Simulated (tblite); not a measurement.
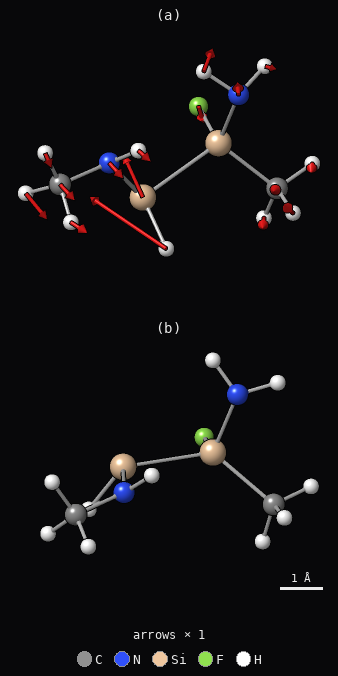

The structure of C2H10FN2Si2 (multiplicity 2) before (top) and after (bottom) a relaxation, at one scale. The red arrows give the displacements, at their true length.

The picture is a ball-and-stick view, seen from a free direction.

The calculation used GFN2-xTB geometry optimisation, gas phase (tblite). 

**What changed between the two?**

An H atom moves most after the best rigid fit: 2.70 Å. By element the largest moves are H 2.70 Å, Si 1.16 Å, F 0.58 Å, C 0.57 Å, N 0.56 Å. Near-neighbour distances that change, for instance: Si–Si 2.363 → 2.270 Å, C–Si 1.838 → 1.907 Å, F–Si 1.608 → 1.641 Å, H–N 1.028 → 1.006 Å. Bond angles that change, for instance: Si–Si–C 110.8° → 128.5°, Si–N–H 107.3° → 119.4°, Si–N–H 108.3° → 119.5°. Groups turn about Si–Si by about 95°. The energy falls by 12.5 kcal/mol in 185 geometry steps.
